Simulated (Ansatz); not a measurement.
```xyz
8

C    -1.5024   -0.5395   -0.8889
C    -2.7008    0.2861   -1.3372
H    -0.9567   -0.9611   -1.7484
H    -0.7861    0.0668   -0.3115
H    -1.8081   -1.3830   -0.2493
H    -3.2465    0.7077   -0.4778
H    -2.3952    1.1296   -1.9769
H    -3.4172   -0.3202   -1.9146
```

Geometry: r2SCAN-D4/def2-SVP.

Computed with isolated molecule in a Gaussian basis; Kohn-Sham density functional theory, functional PBE0 (Ansatz 0.2.0).

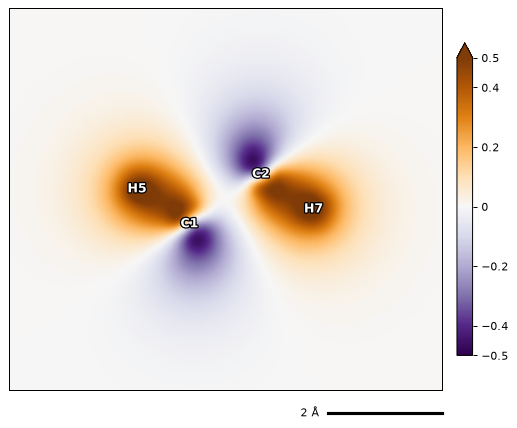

C₂H₆. The HOMO on the plane of atoms C2, C1 and H5 (values in Å⁻³ᐟ²; the overall sign is arbitrary).

> Where does this orbital lie, and at what energy?

It lies mainly on C1 (about 25 %), C2 (about 25 %), H4 (about 10 %), H5 (about 10 %), H8 (about 10 %) and H7 (about 10 %); it is gerade (even under inversion). It is one of a degenerate set, so its orientation is arbitrary. Its energy is −9.53 eV.
